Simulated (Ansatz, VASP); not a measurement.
# Cross-check of Lu2CCl2 between VASP and Ansatz, part 2 of 2

Aim: how closely do two programs agree when they are given the same cell, functional and k mesh?

VASP 6.6.1 and Ansatz 0.2.0.

So far. Step 2 (VASP: band structure, LDA): The run ends at a pressure of -2.25 GPa, with forces up to 0.12 eV/Å.

**3. Ansatz: band structure, LDA**

Level of this step: Ansatz beside VASP: Kohn-Sham DFT, plane waves, LDA (Ansatz).

Ansatz runs on its default PAW (the set named soft_2) files.

The same cell, functional (in two slightly different forms), mesh and smearing now go to Ansatz, which takes its cutoff from its data sets.

Input file input.yaml:

```yaml
crystal:
  lattice:
    - [1.7934110645, 1.0354263608, 9.1525990727]
    - [-1.7934110645, 1.0354263608, 9.1525990727]
    - [0.0, -2.0708527217, 9.1525990727]
  atoms:
    - { symbol: Lu, position: [0.1204420852, 0.1204420852, 0.1204420852] }
    - { symbol: Lu, position: [0.8795579148, 0.8795579148, 0.8795579148] }
    - { symbol: Cl, position: [0.7262460539, 0.7262460539, 0.7262460539] }
    - { symbol: Cl, position: [0.2737539461, 0.2737539461, 0.2737539461] }
    - { symbol: C, position: [0.5, 0.5, 0.5] }
hamiltonian:
  xc: lda
  pseudopotentials: { kind: paw }
kpoints:
  mp_grid: { grid: [4, 4, 4] }
  band_path:
    path:
      - [0.0, 0.0, 0.0]
      - [0.13636, 0.0, 0.0]
      - [0.31818, 0.0, 0.0]
      - [0.5, 0.0, 0.0]
      - [0.5, 0.03185, -0.03185]
      - [0.5, 0.09556, -0.09556]
      - [0.5, 0.15927, -0.15927]
      - [0.79527, 0.5, 0.20473]
      - [0.67716, 0.5, 0.32284]
      - [0.55905, 0.5, 0.44095]
      - [0.5, 0.5, 0.5]
      - [0.31818, 0.31818, 0.31818]
      - [0.13636, 0.13636, 0.13636]
      - [0.0, 0.0, 0.0]
      - [0.09207, 0.0, -0.09207]
      - [0.21484, 0.0, -0.21484]
      - [0.3376, 0.0, -0.3376]
      - [0.63287, 0.36713, 0.0]
      - [0.57382, 0.42618, 0.0]
      - [0.51476, 0.48524, 0.0]
      - [0.51476, 0.51476, 0.01593]
      - [0.57382, 0.57382, 0.07964]
      - [0.63287, 0.63287, 0.14334]
      - [0.6624, 0.6624, 0.1752]
      - [0.60335, 0.60335, 0.29331]
      - [0.54429, 0.54429, 0.41142]
      - [0.5, 0.5, 0.5]
      - [0.58858, 0.09207, 0.09207]
      - [0.70669, 0.21484, 0.21484]
      - [0.8248, 0.3376, 0.3376]
    npoints: 1
scf:
  occupations: { method: gaussian, width: 0.01 }
  n_extra_bands: 8
output:
  forces: true
  stress: true
  eigenvalues: true
  write_density: true
  write_potential: true
  elf: true
  volumetric_format: npy
```

Launch:

```sh
ansatz run input.yaml --threads 2 --pin off --max-ram 4608MiB --backend cpu --events-out ev --progress --plain --runs-dir out
```

Numbers of over 12 decimals in the logs are rounded to 6 here.

The program printed:

```text
basis.fft_grid_basis auto: the FFT boxes are laid along the combinations [[1, -1, 0], [0, 1, 0], [0, -1, 1]] of the cell's own vectors, 3.587, 9.384 and 3.587 Å long. The dense box has 24×64×24 points. Along the cell's own vectors, as sized, it would have 64×64×64, 7.11 times as many. Of the 12 symmetry operations that the crystal satisfies within crystal.symmetry.tolerance (time reversal apart; of a slab, those that [...]
scf.n_extra_bands = 8 over 34 filled bands (N_el = 68.0): the run solves 42 bands
Engine: ansatz 0.2.0, x86_64-unknown-linux-gnu
Pseudopotentials: kind: paw
Pseudopotential: Lu, paw, valence charge 25, recommended cutoff 420 eV (normal), Lu.paw.azcp
Pseudopotential: Cl, paw, valence charge 7, recommended cutoff 420 eV (normal), Cl.paw.azcp
Pseudopotential: C, paw, valence charge 4, recommended cutoff 420 eV (normal), C.paw.azcp
Functional definition: SPW92
  exchange = slater_x
  correlation = pw_c
Crystal: 5 atoms, lattice volume = 101.975 Å³
Basis set: ecut = 420 eV, 1957 PW (Γ), FFT grids on a1−a2, a2, −a2+a3
Bands: 42, of which v1, the nominal top of the filled ones, is band 34 counted from 1 (33 counted from 0)
Symmetry: 12 space group operations
Space group: R-3m (ITA 166), of the structure as read, at distance tolerance 4.7e-5 Å
k-points: 13 of 64
Non-local potential: Lu, projectors of the file, l = 0: 3, l = 1: 2, l = 2: 2, l = 3: 3
Non-local potential: Cl, projectors of the file, l = 0: 2, l = 1: 2, l = 2: 2
Non-local potential: C, projectors of the file, l = 0: 2, l = 1: 2, l = 2: 1
PAW form: soft (Blöchl's): semilocal exchange-correlation on the pseudo side does not see the compensation charge
PAW frozen core: Lu, regenerated for the run's functional, and the local potential with it (the file was generated under x = pbe(κ = 0.804, μ = 0.219515), c = pbe(β = 0.066725))
PAW frozen core: Cl, regenerated for the run's functional, and the local potential with it (the file was generated under x = pbe(κ = 0.804, μ = 0.219515), c = pbe(β = 0.066725))
PAW frozen core: C, regenerated for the run's functional, and the local potential with it (the file was generated under x = pbe(κ = 0.804, μ = 0.219515), c = pbe(β = 0.066725))
PAW one-centre angular grid: Lu, 590 points (default); XC on 64 Gauss nodes
PAW one-centre angular grid: Cl, 110 points (default); XC on 64 Gauss nodes
PAW one-centre angular grid: C, 110 points (default); XC on 64 Gauss nodes
Initial density: superposition of atomic densities (neutral atoms: chi_scale 0, normalization atom), corrected by the library's trained network
Initial wavefunctions: pseudopotential atomic-orbital guess
Functional: x = slater, c = lda
SCF iter   1: F=—  HF=-31324.982308 eV  |F-HF|=—  |Δ(HF+E_count)|=         —  Δρ=6.24e-3  dr2=5.13e-2  ethr=1.77e-3  ⟨swp⟩=7.2  Hψ=2632  notcnv=0
preconditioner: auto → Resta (q_TF=auto, 2.550 Å⁻¹)  ε∞=5.8  [insulator: Δε(μ)=0.756 eV  Ē_g=13.420 eV  σ=0.010 eV  W_gap=1.00  n_scr=30 (ndim 8)  ℏωp=29.4 eV  f_vac=0.139  D(μ)=0.00/eV (n_scr^D=0)  ε∞_Penn≈5.8]
SCF iter   2: F=—  HF=-31324.967735 eV  |F-HF|=—  |Δ(HF+E_count)|=   1.46e-2  Δρ=3.36e-3  dr2=9.92e-3  ethr=7.54e-5  ⟨swp⟩=3.9  Hψ=1281  notcnv=0  defer=40
SCF iter   3: F=—  HF=-31324.967085 eV  |F-HF|=—  |Δ(HF+E_count)|=   6.50e-4  Δρ=1.63e-3  dr2=2.12e-3  ethr=1.46e-5  ⟨swp⟩=4.4  Hψ=1363  notcnv=0  defer=40
SCF iter   4: F=—  HF=-31324.965148 eV  |F-HF|=—  |Δ(HF+E_count)|=   1.94e-3  Δρ=7.54e-4  dr2=4.56e-4  ethr=3.12e-6  ⟨swp⟩=4.0  Hψ=1515  notcnv=0  defer=40
SCF iter   5: F=—  HF=-31324.965152 eV  |F-HF|=—  |Δ(HF+E_count)|=   3.52e-6  Δρ=1.46e-4  dr2=3.10e-5  ethr=6.70e-7  ⟨swp⟩=2.1  Hψ=980  notcnv=0  defer=40
SCF iter   6: F=—  HF=-31324.965154 eV  |F-HF|=—  |Δ(HF+E_count)|=   2.62e-6  Δρ=7.11e-5  dr2=9.29e-6  ethr=4.55e-8  ⟨swp⟩=2.7  Hψ=982  notcnv=0  defer=40
SCF iter   7: F=—  HF=-31324.965157 eV  |F-HF|=—  |Δ(HF+E_count)|=   3.05e-6  Δρ=4.12e-5  dr2=3.04e-6  ethr=1.37e-8  ⟨swp⟩=2.0  Hψ=856  notcnv=0  defer=40
SCF iter   8: F=—  HF=-31324.965157 eV  |F-HF|=—  |Δ(HF+E_count)|=  2.07e-10  Δρ=1.08e-5  dr2=1.44e-7  ethr=4.47e-9  ⟨swp⟩=2.5  Hψ=933  notcnv=0  defer=40
SCF iter   9: F=-31324.965157 eV  HF=-31324.965157 eV  |F-HF|=2.45e-9  |Δ(HF+E_count)|=   5.29e-8  Δρ=3.86e-6  dr2=2.08e-8  ethr=1.47e-10  ⟨swp⟩=19.8  Hψ=6108  notcnv=0
SCF 1 converged in 9 iterations: F = -31324.965157 eV  dr2 = 2.08e-8
  greatest PAW one-centre occupation: 0.998 electrons in one spin orbital (limit 2), on the Lu atom at site 1 (counted from 0), in its partial waves of l = 0
NSCF: frozen V_eff on 30 k-points
SCF converged after 9 iterations
Free energy (F): -31324.965157 eV
Harris-Foulkes:  -31324.965157 eV  (|F-HF|=2.45e-9)
Internal energy: -31324.965157 eV  (E = F + TS)
E sigma→0 (E₀):  -31324.965157 eV
Fermi energy:    9.846163 eV
--- Per-component energies (eV) ---
  E_band       = -110.342798
  E_kinetic    = 1254.358848
  E_local      = -19766.836495  (includes V_loc(G=0)·N_el)
  E_nonlocal   = 1261.619340
  E_hartree    = 8638.303836
  E_xc         = -695.444323
  E_vxc        = -822.102471  (∫ρ·V_xc dr)
  E_paw        = -15614.261078  (= ΣΔE_a)
  E_vpaw       = 685.996878  (= ΣTr[D̂ρ^β])
  E_aug_tail   = 0.000248  (compensation charges beyond the density's cutoff)
  E_ewald      = -6407.786619
  E_core_change = 5.081086  (= ΣΔE_core)
  E_smearing   = -0.000000  (= −TS)
  E_closure    = -0.000000  (closes the sum)
  Σ components = -31324.965157   (vs F -31324.965157, Δ=0.00e0)
--- Forces (eV/Å), atoms counted from 1 ---
  atom   1  Lu    -0.00000000    -0.00000000     0.14822710
  atom   2  Lu     0.00000000     0.00000000    -0.14822710
  atom   3  Cl     0.00000000     0.00000000    -0.06039060
  atom   4  Cl    -0.00000000    -0.00000000     0.06039060
  atom   5  C     -0.00000000     0.00000000    -0.00000000
  max |Σ_I F_I| component: 3.47e-17 eV/Å
--- Stress (GPa, compression-positive) ---
       -3.385442       0.000000       0.000000
        0.000000      -3.385442      -0.000000
        0.000000      -0.000000      -0.924141
  P = ⅓ Tr σ = -2.5650 GPa (-25.650 kbar)
--- Band table (eV; the first three rows and the last of 13) ---
  k-point 0: bands = [... 30 lower, 6.6989, 8.6999, 9.4504, 9.4504, 12.5015, 12.5015, 12.9413, 13.3489, ... 4 higher]
  k-point 1: bands = [... 30 lower, 6.5489, 8.3490, 8.6301, 9.2657, 11.1336, 13.3966, 13.7161, 14.1225, ... 4 higher]
  k-point 2: bands = [... 30 lower, 6.3391, 7.7920, 8.9660, 9.3247, 10.2420, 13.6740, 15.0539, 15.5060, ... 4 higher]
  k-point 12: bands = [... 30 lower, 6.7356, 8.2372, 9.4338, 9.4338, 12.4914, 12.4914, 12.9228, 13.3306, ... 4 higher]
```

Run time: 2 s. Hardware: 2 threads of Intel Xeon Platinum 8559C (Emerald Rapids), shared host; peak memory 0.44 GiB.

Reading the cycles: dr2 is the Hartree energy of the density residual (eV), the measure of convergence; HF is the Harris–Foulkes estimate of the energy, which meets the free energy F at convergence.

**4. Comparison**

Known differences besides the PAW data sets themselves: the two LDA forms differ slightly; the cutoff is 420 eV in Ansatz and 440 eV in VASP; Ansatz makes its cores anew for this functional, VASP keeps those of its PBE data sets. Total energies have different zeros and are not compared.

The two programs side by side:

```csv
quantity,Ansatz,VASP,difference
gap over the path points (eV),0.792,0.777,+0.015
```

Forces (eV/Å; atoms numbered as in POSCAR):

```csv
atom,"Ansatz x, y, z","VASP x, y, z"
Lu1,"0.000, 0.000, 0.148","0.000, 0.000, 0.107"
Lu2,"0.000, 0.000, -0.148","0.000, 0.000, -0.107"
Cl3,"0.000, 0.000, -0.060","0.000, 0.000, -0.120"
Cl4,"0.000, 0.000, 0.060","0.000, 0.000, 0.120"
C5,"0.000, 0.000, 0.000","0.000, 0.000, 0.000"
```

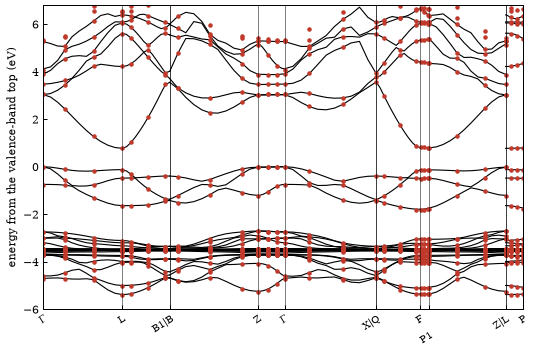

Bands from VASP (lines) and levels from Ansatz (dots). Dots without a line are higher empty bands that the VASP plot leaves out.

Levels at points of the path, from each program's valence-band top (eV; 4 filled, then empty):

```csv
k (reciprocal lattice),Ansatz,VASP
0.000 0.000 0.000,-2.75 -0.75 0.00 0.00 3.05 3.05 3.49,-2.74 -0.74 0.00 0.00 3.04 3.04 3.48
0.136 0.000 0.000,-2.80 -0.78 -0.57 -0.11 2.45 3.46 3.63,-2.79 -0.77 -0.57 -0.11 2.43 3.44 3.62
0.318 0.000 0.000,-2.98 -1.32 -0.77 -0.18 1.29 4.23 4.63,-2.98 -1.30 -0.76 -0.17 1.27 4.23 4.62
0.500 0.000 0.000,-3.11 -1.66 -0.48 -0.13 0.79 4.22 5.60,-3.10 -1.64 -0.48 -0.12 0.78 4.22 5.62
0.500 0.032 -0.032,-3.16 -1.66 -0.48 -0.32 1.03 4.34 5.42,-3.15 -1.63 -0.47 -0.31 1.02 4.33 5.42
0.500 0.096 -0.096,-3.30 -1.62 -0.95 -0.44 2.09 4.61 4.93,-3.29 -1.60 -0.94 -0.43 2.08 4.61 4.93
0.500 0.159 -0.159,-3.36 -1.46 -1.37 -0.40 3.47 3.88 3.96,-3.35 -1.44 -1.35 -0.39 3.46 3.88 3.96
0.795 0.500 0.205,-3.35 -1.53 -1.23 -0.42 3.30 3.33 4.78,-3.34 -1.51 -1.21 -0.41 3.29 3.32 4.77
0.677 0.500 0.323,-3.02 -1.19 -0.76 -0.54 2.28 2.91 5.16,-3.01 -1.18 -0.76 -0.54 2.27 2.90 5.15
0.559 0.500 0.441,-2.75 -1.09 -0.30 -0.09 2.73 3.15 3.73,-2.74 -1.08 -0.30 -0.09 2.72 3.14 3.72
```

The forces differ by 26 meV/Å r.m.s., which is 45.0 % of the r.m.s. force of 0.06 eV/Å (both taken over all components). Among the levels compared (up to four filled and three empty ones at each point), filled levels agree within 23 meV and empty ones within 19 meV.

**5. What moves the difference**

The difference is large enough to ask for its cause, so further runs change the set-up of one program at a time, as the table lists.

```csv
run,r.m.s. force difference (meV/Å)
as above,26
"cores kept as stored, as VASP does, whose cores stay as stored",25
Ansatz's all-electron LAPW method,26
Ansatz's larger PAW set (cutoff 900 eV),25
```

**6. Outcome**

- r.m.s. force difference (band structure, LDA): 26 meV/Å

The r.m.s. force difference is 26 meV/Å (band structure, LDA), beyond the 12 meV/Å picked in this series as the mark of a large difference. For band structure, LDA: no further run halves the r.m.s. force difference; only Ansatz's side was varied. The all-electron run, which needs no data set, lies 26 meV/Å from VASP, against 26 for Ansatz's PAW result. 1 further run on this material is not shown. How closely two codes agree says nothing of how well the functional describes the real material.

[Lines on the potential files, build, host, timing and source positions are cut from VASP's logs without a mark.]

[Logs are printed without paths, hosts, clocks, repeated set-up lines and the standing remarks that a program may print on its own settings, such as how far it seeks lower states.]

[Hosts, paths, dates, database ids (printed as entryN), source tags and the programs' standing remarks are cut or masked in the printed files.]
